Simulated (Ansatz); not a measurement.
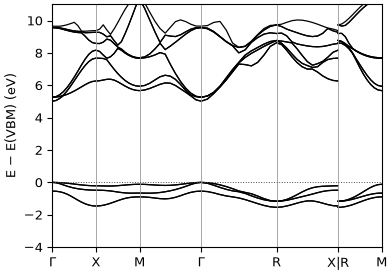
*Band structure from the program Ansatz at the r²SCAN with spin–orbit coupling level (PAW)*

Problem. Read off the gap and where the band edges lie.

Solution. About 5.0 eV (5.02 eV by a search for the band edges); maximum at Γ, minimum at Γ.

The material is CsBr (CsCl type, Pm-3m).

The cell was relaxed with r²SCAN under the symmetry of its start.

Potentials: the later of the program's two PAW sets.
